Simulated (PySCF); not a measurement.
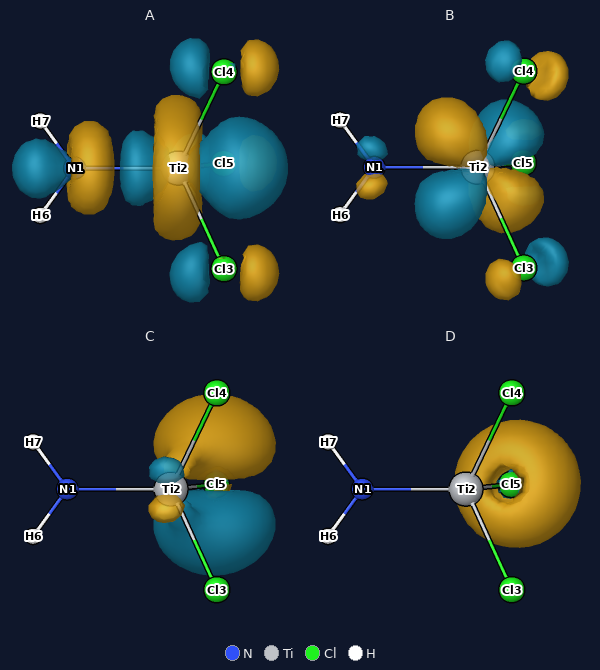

*Cl$_{3}$H$_{2}$NTi, SMILES `N[Ti](Cl)(Cl)Cl`. Intrinsic bond orbitals (IBO), occupied and valence-virtual; each surface holds about 85 % of the orbital's density. Energies are diagonal elements of the Fock matrix.*

Level of theory: PBE0/def2-TZVP (PySCF), at a geometry from GFN2-xTB. This is a single-reference result, which may miss multireference character in this system. No frequency check shows the geometry to be a minimum. GFN2-xTB bond lengths at metals and heavier atoms can be off by up to 0.1 Å and shapes distorted, which carries into these values.

The calculation's input:

```python
import numpy as np
from pyscf import gto, scf, dft, lo
from pyscf.data.elements import chemcore

def solve(mol, dm0=None, hcore=None):
    mf = (dft.UKS if mol.spin else dft.RKS)(mol, xc='pbe0')
    mf.grids.level = 3
    mf = mf.density_fit(auxbasis='def2-universal-jkfit')
    mf.conv_tol, mf.max_cycle = 1e-8, 80
    if hcore is not None:
        mf.get_hcore = lambda *args: hcore
    mf.kernel(dm0)
    if not mf.converged:
        mf = mf.newton().run(mf.mo_coeff, mf.mo_occ, max_cycle=30)
    assert mf.converged, 'SCF not converged'
    return mf

mol = gto.M(atom='''
N     -0.00015     0.07863    -2.09842
Ti    -0.00019     0.01644    -0.28384
Cl    -1.72749     0.95410     0.53939
Cl     1.72311     0.96187     0.53929
Cl     0.00474    -1.98019     0.47009
H     -0.82785     0.08797    -2.69778
H      0.82720     0.09170    -2.69783
''', basis='def2-tzvp', charge=0, spin=0, verbose=4)
mf = solve(mol)
occ_all = mf.mo_coeff[:, mf.mo_occ > 0]
occ = occ_all[:, chemcore(mol):]
loc = lo.ibo.ibo(mol, occ, iaos=lo.iao.iao(mol, occ_all))
fock, s = mf.get_fock(), mf.get_ovlp()
ortho = lo.orth_ao(mol, 'meta_lowdin')
ortho = lo.vec_lowdin(lo.iao.iao(mol, occ_all), s)
labels = lo.iao.reference_mol(mol).ao_labels(fmt=None)
vir = lo.vvo.livvo(mol, occ_all, mf.mo_coeff[:, mf.mo_occ == 0])
both = np.hstack([loc, vir])
p = (ortho.T @ s @ both) ** 2
pop = np.array([p[[l[0] == a for l in labels]].sum(0) for a in range(mol.natm)])
spd = np.array([[p[[l[0] == a and l[2][-1] == k for l in labels]].sum(0) for k in 'spd'] for a in range(mol.natm)])
eps = np.einsum('pi,pq,qi->i', both, fock, both)
for i in np.argsort(eps):
    top = np.argsort(-pop[:, i])[:3]
    print('%3d %s %9.4f Eh ' % (i + 1, 'occ' if i < loc.shape[1] else 'vir', eps[i]), '  '.join('%s%d %.3f' % (mol.atom_symbol(a), a + 1, pop[a, i]) for a in top))
np.savez('result.npz', c=both, nocc=loc.shape[1], pop=pop, spd=spd, eps=eps, e=mf.e_tot)
```

Launched as:

```sh
OMP_NUM_THREADS=1 python input.py
```

The run took 16 s on 1 thread of Intel(R) Xeon(R) 6975P-C (Granite Rapids) (shared host), peak memory 0.78 GiB.

### Name the orbitals, with their atomic make-up and energies.

By panel:
- A: σ* orbital Ti2–N1, mostly on Ti2 (Ti2 71 %, N1 19 %, Cl3 3 %; −0.1 eV)
- B: σ* orbital Ti2–Cl4, mostly on Ti2 (Ti2 84 %, Cl4 5 %, Cl3 5 %; −2.3 eV)
- C: lone pair on Cl5 (p-type) (Cl5 92 %, Ti2 8 %; −9.7 eV)
- D: lone pair on Cl5 (s-type) (Cl5 99 %; −18.9 eV)

### Which has the smallest and which the largest spatial spread?

Smallest: D (0.87 Å); largest: A (1.30 Å).
